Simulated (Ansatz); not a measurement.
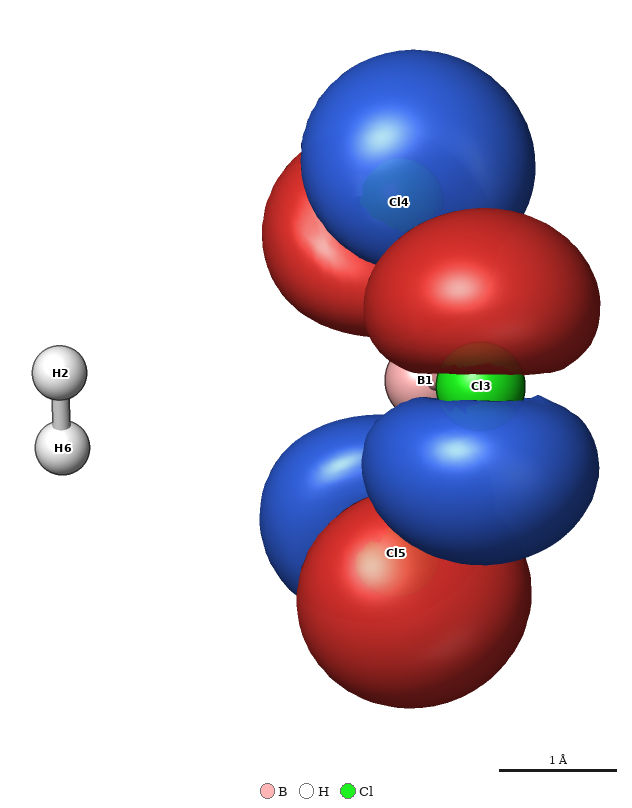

Figure 1: BCl3···H2. One frontier orbital at ±0.1 Å⁻³ᐟ² (blue and red are the two phases), seen at a tilt.

All numbers below come from RKS PBE0/def2-SVP in Ansatz.

| atom | x (Å) | y (Å) | z (Å) |
| --- | --- | --- | --- |
| B | 0.0267 | -0.7534 | -0.7041 |
| H | -0.0022 | 0.4224 | 2.3559 |
| Cl | 1.5184 | 0.0910 | -1.0075 |
| Cl | -1.4971 | 0.0354 | -0.9976 |
| Cl | 0.0589 | -2.3921 | -0.1108 |
| H | 0.0241 | -0.3270 | 2.4838 |

> Which orbital is it: HOMO or LUMO?

The HOMO, at −8.94 eV. Its weight (Hirshfeld) is mainly on Cl5 (about 35 %), Cl3 (about 30 %) and Cl4 (about 30 %); largely a combination of lone pairs on Cl5, Cl3 and Cl4.
